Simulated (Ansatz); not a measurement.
## Geometry relaxation, with input and output: Ge4H11ClO (part 2 of 2)

Ge4H11ClO; RKS PBE0-D4/def2-TZVP (Ansatz 0.2.0). The geometry is a transition state displaced along its imaginary mode. The reaction was set up to form Ge1–Cl7 and Ge2–H6 and to break Ge1–Ge2 and H6–Cl7 (atoms counted from 1 in the order of the input); sticks are drawn by distance alone.

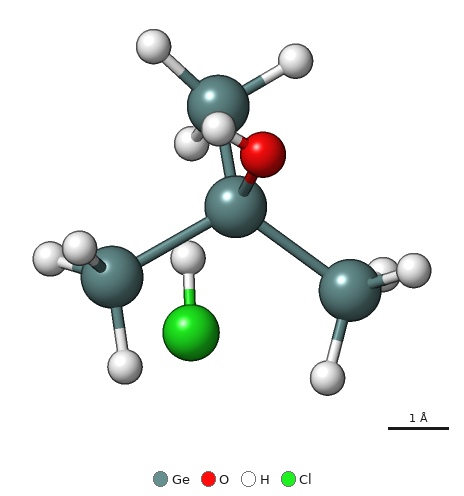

*The geometry at step 13 of the log (ball-and-stick view, seen at a tilt).*

## Trajectory as extended XYZ, continued
```
17
Properties=species:S:1:pos:R:3:forces:R:3 step=7 energy=-240789.99374
Ge   -0.2248   -0.4040   -0.4385   -0.0618  -0.2022  -0.2717
Ge    1.9085   -1.0385    0.5506    0.1956  -0.0101   0.1408
Ge   -0.0215    1.4536   -1.9965    0.0218   0.0309   0.0319
Ge   -2.0411   -0.3511    1.1947    0.0276   0.0290   0.0399
O    -0.5318   -1.8224   -1.5404    0.0076   0.2772   0.2250
H     1.2201    1.4894    1.6307   -0.1407   0.2628   0.0576
Cl    0.3960    2.4912    1.6465    0.1791  -0.2538  -0.0274
H     2.9787   -1.1885   -0.5520   -0.0716   0.0320   0.0980
H     1.7494   -2.3963    1.2761    0.0218   0.1231  -0.0412
H     2.4573   -0.0225    1.6029   -0.0849  -0.1089  -0.1271
H    -0.2223    0.8992   -3.4146   -0.0067   0.0005   0.0019
H     1.3865    2.0642   -1.8860   -0.0267  -0.0070   0.0030
H    -1.0613    2.5463   -1.7088   -0.0043  -0.0198   0.0030
H    -1.4879   -0.4672    2.6265   -0.0053   0.0127  -0.0232
H    -2.9301   -1.5790    0.9181   -0.0013   0.0056   0.0006
H    -2.8904    0.9235    1.0869    0.0094  -0.0095  -0.0178
H    -0.6853   -2.5977   -0.9959   -0.0595  -0.1625  -0.0934
17
Properties=species:S:1:pos:R:3:forces:R:3 step=8 energy=-240790.02379
Ge   -0.2178   -0.4542   -0.4696   -0.0294  -0.0167  -0.0377
Ge    1.9171   -1.0294    0.5616   -0.0112   0.0023   0.0002
Ge   -0.0268    1.4361   -1.9872    0.0036  -0.0139   0.0070
Ge   -2.0138   -0.3536    1.1814    0.0193   0.0097  -0.0225
O    -0.5749   -1.8381   -1.5795   -0.0596  -0.1001   0.1763
H     1.3207    1.5096    1.7098    0.0190   0.0134   0.0230
Cl    0.4487    2.4558    1.6573   -0.0373   0.0295  -0.0140
H     3.0131   -1.1390   -0.5101    0.0297  -0.0177   0.0384
H     1.7874   -2.3638    1.3187    0.0488   0.0108  -0.0004
H     2.3841    0.0325    1.5954    0.0035  -0.0576  -0.0318
H    -0.2098    0.8951   -3.4127    0.0062   0.0178  -0.0191
H     1.3665    2.0720   -1.8548   -0.0141   0.0074  -0.0033
H    -1.0968    2.4982   -1.6953    0.0047  -0.0100   0.0097
H    -1.4659   -0.4243    2.6169   -0.0088   0.0062  -0.0189
H    -2.8922   -1.5938    0.9264   -0.0313  -0.0104   0.0355
H    -2.8744    0.9085    1.0238    0.0097  -0.0080   0.0030
H    -0.8653   -2.6115   -1.0819    0.0470   0.1372  -0.1454
17
Properties=species:S:1:pos:R:3:forces:R:3 step=9 energy=-240790.03265
Ge   -0.2155   -0.4773   -0.4802   -0.0177  -0.0498  -0.0578
Ge    1.9209   -1.0559    0.5507    0.0163   0.0322   0.0361
Ge   -0.0237    1.4226   -1.9884   -0.0060   0.0099   0.0192
Ge   -2.0089   -0.3627    1.1744    0.0059   0.0230   0.0181
O    -0.5930   -1.8433   -1.6030   -0.0219  -0.0224   0.0731
H     1.3445    1.6246    1.8034    0.0313  -0.0333   0.0026
Cl    0.4077    2.4876    1.6382   -0.0441   0.0410  -0.0114
H     3.0372   -1.1571   -0.5008    0.0021  -0.0208  -0.0015
H     1.8154   -2.3859    1.3178    0.0108  -0.0131  -0.0125
H     2.3740    0.0092    1.5825   -0.0068  -0.0090  -0.0042
H    -0.2056    0.9129   -3.4260   -0.0001  -0.0016   0.0029
H     1.3644    2.0677   -1.8506    0.0005   0.0032   0.0042
H    -1.0959    2.4770   -1.6750    0.0002  -0.0059  -0.0011
H    -1.4503   -0.4089    2.6062    0.0040   0.0040  -0.0040
H    -2.9095   -1.5968    0.9672    0.0023  -0.0014  -0.0013
H    -2.8598    0.9055    1.0098    0.0045  -0.0061  -0.0091
H    -0.9019   -2.6192   -1.1261    0.0188   0.0502  -0.0533
17
Properties=species:S:1:pos:R:3:forces:R:3 step=10 energy=-240790.03310
Ge   -0.2075   -0.4989   -0.4860   -0.0060   0.0055  -0.0126
Ge    1.9294   -1.0742    0.5530    0.0003  -0.0027  -0.0081
Ge   -0.0211    1.4189   -1.9721    0.0001  -0.0035  -0.0005
Ge   -1.9911   -0.3594    1.1771   -0.0032  -0.0090  -0.0039
O    -0.6065   -1.8432   -1.6232   -0.0148  -0.0401   0.0398
H     1.3266    1.6867    1.8356   -0.1548   0.1180  -0.0512
Cl    0.3579    2.5021    1.5821    0.1562  -0.1154   0.0532
H     3.0500   -1.1794   -0.4931    0.0083   0.0053  -0.0106
H     1.8364   -2.4092    1.3123   -0.0115  -0.0132   0.0089
H     2.3687   -0.0065    1.5853   -0.0089   0.0054   0.0010
H    -0.2004    0.9199   -3.4143    0.0036   0.0057   0.0003
H     1.3625    2.0718   -1.8282    0.0029   0.0043   0.0003
H    -1.0998    2.4650   -1.6520    0.0000  -0.0104   0.0000
H    -1.4266   -0.3879    2.6070   -0.0013   0.0040  -0.0031
H    -2.8953   -1.5948    0.9875    0.0013   0.0069   0.0110
H    -2.8396    0.9082    0.9952    0.0038  -0.0095  -0.0025
H    -0.9436   -2.6189   -1.1661    0.0240   0.0488  -0.0221
17
Properties=species:S:1:pos:R:3:forces:R:3 step=11 energy=-240790.03196 accepted=F
Ge   -0.2070   -0.4991   -0.4881    0.0068   0.0012   0.0166
Ge    1.9296   -1.0708    0.5548   -0.0340  -0.0071  -0.0311
Ge   -0.0202    1.4191   -1.9722   -0.0111   0.0085  -0.0026
Ge   -1.9889   -0.3603    1.1762   -0.0088   0.0105  -0.0064
O    -0.6061   -1.8462   -1.6203   -0.0471  -0.1182   0.0616
H     1.3060    1.6363    1.7746   -0.2250   0.2298  -0.0288
Cl    0.3892    2.5435    1.6407    0.2302  -0.2497   0.0202
H     3.0509   -1.1732   -0.4905    0.0180   0.0064  -0.0021
H     1.8321   -2.4047    1.3147    0.0002  -0.0091   0.0155
H     2.3586    0.0020    1.5867   -0.0003   0.0091   0.0056
H    -0.1957    0.9172   -3.4134    0.0080   0.0051  -0.0036
H     1.3612    2.0766   -1.8259   -0.0019   0.0017   0.0041
H    -1.1055    2.4590   -1.6549    0.0057  -0.0075   0.0008
H    -1.4270   -0.3848    2.6073   -0.0006   0.0059  -0.0073
H    -2.8891   -1.5976    0.9851   -0.0008  -0.0024   0.0133
H    -2.8405    0.9039    0.9866    0.0046  -0.0089   0.0049
H    -0.9476   -2.6207   -1.1610    0.0561   0.1247  -0.0605
17
Properties=species:S:1:pos:R:3:forces:R:3 step=12 energy=-240790.03416
Ge   -0.2144   -0.4964   -0.4943    0.0468  -0.0576   0.0240
Ge    1.9200   -1.0777    0.5446   -0.0104   0.0229   0.0231
Ge   -0.0161    1.4237   -1.9739   -0.0246   0.0150  -0.0027
Ge   -1.9917   -0.3620    1.1764   -0.0049   0.0259   0.0135
O    -0.6026   -1.8527   -1.6190   -0.0234  -0.0072  -0.0297
H     1.3342    1.6628    1.8033   -0.0420   0.0247  -0.0133
Cl    0.3808    2.5046    1.6073    0.0364  -0.0232   0.0088
H     3.0526   -1.1725   -0.4905   -0.0049  -0.0016  -0.0006
H     1.8212   -2.4122    1.3059    0.0006  -0.0006  -0.0066
H     2.3391   -0.0065    1.5829    0.0181  -0.0086   0.0048
H    -0.1804    0.9356   -3.4213    0.0055  -0.0023  -0.0002
H     1.3584    2.0938   -1.8154   -0.0097  -0.0176   0.0097
H    -1.1112    2.4510   -1.6514   -0.0019   0.0117  -0.0091
H    -1.4207   -0.3593    2.6044    0.0047  -0.0007  -0.0132
H    -2.8946   -1.6022    1.0193    0.0153  -0.0029  -0.0088
H    -2.8463    0.8980    0.9769   -0.0115   0.0040   0.0011
H    -0.9283   -2.6280   -1.1551    0.0058   0.0179  -0.0009
17
Properties=species:S:1:pos:R:3:forces:R:3 step=13 energy=-240790.03518
Ge   -0.2115   -0.4961   -0.4899   -0.0026  -0.0011  -0.0016
Ge    1.9221   -1.0746    0.5520    0.0036  -0.0093   0.0044
Ge   -0.0212    1.4244   -1.9700    0.0055   0.0128   0.0008
Ge   -1.9898   -0.3563    1.1789    0.0051   0.0070   0.0071
O    -0.6082   -1.8434   -1.6225    0.0061   0.0156  -0.0098
H     1.3034    1.6223    1.7586   -0.0447   0.0516  -0.0018
Cl    0.3920    2.5209    1.6128    0.0478  -0.0560   0.0028
H     3.0515   -1.1713   -0.4864   -0.0015   0.0011   0.0025
H     1.8206   -2.4115    1.3090    0.0014   0.0053  -0.0031
H     2.3505   -0.0086    1.5927   -0.0046  -0.0011  -0.0037
H    -0.1773    0.9323   -3.4168    0.0052  -0.0027  -0.0019
H     1.3550    2.0888   -1.8037   -0.0081  -0.0008  -0.0008
H    -1.1153    2.4557   -1.6576   -0.0018   0.0013   0.0000
H    -1.4154   -0.3544    2.6052   -0.0022   0.0020  -0.0042
H    -2.8822   -1.6028    1.0162    0.0014  -0.0058   0.0039
H    -2.8524    0.8985    0.9812   -0.0015   0.0005  -0.0025
H    -0.9218   -2.6235   -1.1595   -0.0091  -0.0203   0.0079
17
Properties=species:S:1:pos:R:3:forces:R:3 step=14 energy=-240790.03590
Ge   -0.2134   -0.4963   -0.4924   -0.0010  -0.0014  -0.0008
Ge    1.9195   -1.0812    0.5478    0.0028   0.0013   0.0036
Ge   -0.0202    1.4266   -1.9697   -0.0025   0.0020  -0.0047
Ge   -1.9865   -0.3535    1.1816   -0.0034  -0.0018   0.0010
O    -0.6182   -1.8400   -1.6267   -0.0050  -0.0135   0.0077
H     1.3098    1.6307    1.7768   -0.0095   0.0105  -0.0011
Cl    0.3926    2.5156    1.6044    0.0093  -0.0096   0.0019
H     3.0510   -1.1728   -0.4886   -0.0005   0.0002  -0.0001
H     1.8185   -2.4208    1.2991   -0.0008  -0.0014  -0.0012
H     2.3445   -0.0188    1.5933   -0.0022  -0.0032  -0.0030
H    -0.1506    0.9323   -3.4185    0.0014  -0.0002   0.0017
H     1.3468    2.1038   -1.7859    0.0015   0.0029   0.0022
H    -1.1282    2.4481   -1.6727    0.0009  -0.0022  -0.0007
H    -1.4077   -0.3258    2.6054    0.0008   0.0039   0.0015
H    -2.8652   -1.6130    1.0412    0.0033   0.0000   0.0011
H    -2.8652    0.8880    0.9692    0.0012  -0.0015  -0.0005
H    -0.9278   -2.6228   -1.1641    0.0036   0.0139  -0.0086
17
Properties=species:S:1:pos:R:3:forces:R:3 step=15 energy=-240790.03615
Ge   -0.2161   -0.4967   -0.4964    0.0027  -0.0034  -0.0008
Ge    1.9152   -1.0907    0.5417    0.0048   0.0107   0.0065
Ge   -0.0178    1.4293   -1.9695   -0.0091   0.0016  -0.0128
Ge   -1.9816   -0.3507    1.1856   -0.0175  -0.0072   0.0059
O    -0.6305   -1.8359   -1.6324   -0.0126  -0.0305   0.0189
H     1.3093    1.6334    1.7842    0.0382  -0.0375   0.0071
Cl    0.3995    2.5211    1.6051   -0.0397   0.0391  -0.0075
H     3.0507   -1.1736   -0.4912   -0.0026  -0.0029   0.0002
H     1.8117   -2.4350    1.2841    0.0004  -0.0040  -0.0026
H     2.3354   -0.0350    1.5959   -0.0023  -0.0043  -0.0039
H    -0.1112    0.9344   -3.4220   -0.0005   0.0049   0.0178
H     1.3354    2.1258   -1.7576   -0.0019  -0.0004   0.0015
H    -1.1469    2.4346   -1.6935    0.0107  -0.0083  -0.0049
H    -1.3950   -0.2815    2.6054   -0.0032   0.0020  -0.0085
H    -2.8393   -1.6294    1.0794    0.0143   0.0189  -0.0009
H    -2.8835    0.8712    0.9513    0.0077  -0.0129   0.0033
H    -0.9355   -2.6212   -1.1699    0.0105   0.0342  -0.0192
17
Properties=species:S:1:pos:R:3:forces:R:3 step=16 energy=-240790.03625
Ge   -0.2147   -0.4969   -0.4956   -0.0007   0.0044  -0.0004
Ge    1.9166   -1.0908    0.5426   -0.0003   0.0042  -0.0001
Ge   -0.0172    1.4290   -1.9689   -0.0054  -0.0013  -0.0088
Ge   -1.9804   -0.3505    1.1862   -0.0102  -0.0065   0.0016
O    -0.6306   -1.8349   -1.6326   -0.0102  -0.0253   0.0188
H     1.3109    1.6373    1.7843    0.0198  -0.0209   0.0036
Cl    0.3940    2.5186    1.6045   -0.0205   0.0238  -0.0034
H     3.0510   -1.1743   -0.4913    0.0006   0.0001   0.0001
H     1.8133   -2.4363    1.2828    0.0002  -0.0023   0.0009
H     2.3362   -0.0353    1.5969   -0.0005  -0.0041  -0.0029
H    -0.1103    0.9317   -3.4202    0.0010   0.0045   0.0102
H     1.3356    2.1262   -1.7571   -0.0001   0.0004   0.0003
H    -1.1462    2.4347   -1.6957    0.0064  -0.0067  -0.0019
H    -1.3950   -0.2803    2.6061   -0.0020   0.0000  -0.0053
H    -2.8354   -1.6302    1.0779    0.0066   0.0110   0.0020
H    -2.8841    0.8697    0.9517    0.0056  -0.0090   0.0010
H    -0.9435   -2.6175   -1.1712    0.0096   0.0277  -0.0158
17
Properties=species:S:1:pos:R:3:forces:R:3 step=17 energy=-240790.03632
Ge   -0.2140   -0.4974   -0.4958   -0.0006   0.0031   0.0019
Ge    1.9173   -1.0922    0.5419   -0.0013  -0.0011  -0.0022
Ge   -0.0158    1.4287   -1.9687   -0.0004   0.0018  -0.0028
Ge   -1.9792   -0.3519    1.1865   -0.0027   0.0004   0.0008
O    -0.6319   -1.8348   -1.6326   -0.0065  -0.0151   0.0098
H     1.3062    1.6382    1.7853    0.0030  -0.0028   0.0003
Cl    0.3963    2.5277    1.6046   -0.0028   0.0014  -0.0006
H     3.0520   -1.1743   -0.4917    0.0011   0.0020  -0.0009
H     1.8148   -2.4392    1.2797   -0.0012  -0.0003   0.0015
H     2.3356   -0.0379    1.5975   -0.0003  -0.0003  -0.0001
H    -0.1048    0.9313   -3.4196    0.0014   0.0007   0.0020
H     1.3350    2.1289   -1.7537   -0.0007  -0.0018   0.0003
H    -1.1470    2.4322   -1.6986    0.0009  -0.0023   0.0000
H    -1.3937   -0.2765    2.6059   -0.0003   0.0000  -0.0025
H    -2.8306   -1.6335    1.0817    0.0021   0.0014   0.0010
H    -2.8862    0.8647    0.9494    0.0016  -0.0028   0.0001
H    -0.9540   -2.6137   -1.1717    0.0066   0.0159  -0.0087
17
Properties=species:S:1:pos:R:3:forces:R:3 step=18 energy=-240790.03636
Ge   -0.2142   -0.4968   -0.4963   -0.0047   0.0038   0.0007
Ge    1.9166   -1.0936    0.5407   -0.0020  -0.0030  -0.0023
Ge   -0.0148    1.4295   -1.9686    0.0043   0.0004   0.0003
Ge   -1.9778   -0.3512    1.1875    0.0019   0.0003   0.0026
O    -0.6353   -1.8332   -1.6329   -0.0015  -0.0059   0.0026
H     1.3053    1.6353    1.7834   -0.0008   0.0010  -0.0002
Cl    0.3975    2.5274    1.6038    0.0011  -0.0011   0.0006
H     3.0525   -1.1725   -0.4919    0.0005   0.0008   0.0000
H     1.8135   -2.4421    1.2760    0.0003   0.0012   0.0002
H     2.3329   -0.0411    1.5989    0.0009   0.0008   0.0013
H    -0.0940    0.9317   -3.4199    0.0007   0.0005   0.0006
H     1.3329    2.1332   -1.7456   -0.0034  -0.0008  -0.0016
H    -1.1510    2.4289   -1.7043    0.0011  -0.0005  -0.0004
H    -1.3899   -0.2654    2.6053   -0.0024  -0.0003  -0.0025
H    -2.8221   -1.6381    1.0908    0.0003   0.0001   0.0007
H    -2.8920    0.8590    0.9455    0.0013  -0.0019   0.0002
H    -0.9600   -2.6107   -1.1721    0.0023   0.0046  -0.0028
17
Properties=species:S:1:pos:R:3:forces:R:3 step=19 energy=-240790.03637
Ge   -0.2154   -0.4961   -0.4968    0.0015   0.0014   0.0036
Ge    1.9153   -1.0942    0.5397    0.0002  -0.0021  -0.0011
Ge   -0.0138    1.4300   -1.9689    0.0020   0.0016  -0.0010
Ge   -1.9773   -0.3511    1.1887   -0.0008   0.0006   0.0014
O    -0.6366   -1.8327   -1.6330   -0.0005   0.0024  -0.0017
H     1.3065    1.6340    1.7826   -0.0022   0.0019  -0.0003
Cl    0.3988    2.5269    1.6056    0.0023  -0.0016   0.0003
H     3.0518   -1.1711   -0.4925    0.0001  -0.0001  -0.0001
H     1.8126   -2.4434    1.2736    0.0001   0.0009  -0.0007
H     2.3313   -0.0431    1.5994    0.0010   0.0014   0.0016
H    -0.0879    0.9315   -3.4202   -0.0001  -0.0004  -0.0003
H     1.3319    2.1366   -1.7432   -0.0025  -0.0026   0.0006
H    -1.1524    2.4275   -1.7086    0.0001   0.0004  -0.0003
H    -1.3900   -0.2595    2.6064    0.0002  -0.0005  -0.0036
H    -2.8175   -1.6409    1.0960   -0.0006  -0.0004   0.0000
H    -2.8953    0.8555    0.9434   -0.0001  -0.0008   0.0004
H    -0.9619   -2.6097   -1.1720   -0.0006  -0.0022   0.0011
```

This output came from the following input.

## Input file
```yaml
crystal:
  periodic: [false, false, false]
  atoms:
    - {symbol: Ge, position_ang: [-0.322189, -0.180724, -0.373209]}
    - {symbol: Ge, position_ang: [1.984859, -0.867023, 0.700256]}
    - {symbol: Ge, position_ang: [0.003210, 1.575735, -2.032257]}
    - {symbol: Ge, position_ang: [-2.120066, -0.320607, 1.283419]}
    - {symbol: O, position_ang: [-0.186947, -1.725173, -1.286674]}
    - {symbol: H, position_ang: [0.866373, 0.724026, 0.941748]}
    - {symbol: Cl, position_ang: [0.302371, 2.015187, 1.328714]}
    - {symbol: H, position_ang: [2.777824, -1.024971, -0.597420]}
    - {symbol: H, position_ang: [1.522340, -2.216905, 1.261282]}
    - {symbol: H, position_ang: [2.886033, -0.183812, 1.763235]}
    - {symbol: H, position_ang: [-0.191045, 0.983037, -3.434794]}
    - {symbol: H, position_ang: [1.442299, 2.085768, -1.869231]}
    - {symbol: H, position_ang: [-0.998939, 2.711518, -1.784951]}
    - {symbol: H, position_ang: [-1.471170, -0.487405, 2.665909]}
    - {symbol: H, position_ang: [-2.977793, -1.562072, 0.974075]}
    - {symbol: H, position_ang: [-2.992003, 0.940560, 1.241088]}
    - {symbol: H, position_ang: [-0.525156, -2.467039, -0.780991]}
basis:
  gaussian: {orbitals: def2-TZVP}
hamiltonian: {xc: pbe0, dispersion: d4}
relax: {f_tol: 0.005, max_steps: 200}
```

Run as:
```bash
ansatz run in.yaml --threads 4 --pin off --events-out ev --progress --plain --max-ram 66560MiB --backend cuda --devices 0, --max-vram 37GiB
```

## Summary

| quantity | value |
| --- | --- |
| outcome | converged |
| total energy | −240790.0364 eV |
| mean-field energy | −240789.5681 eV |
| dispersion energy | −0.4684 eV |
| SCF solution under orbital rotations | stable |
| largest force (length of the vector) at the end | 0.004 eV/Å |
| dipole moment | 1.38 D |
| hardware | 4 CPU threads, shared host |
| wall time | 85 s (CPU time 1.7 min) |
| peak memory | 1.2 GiB |
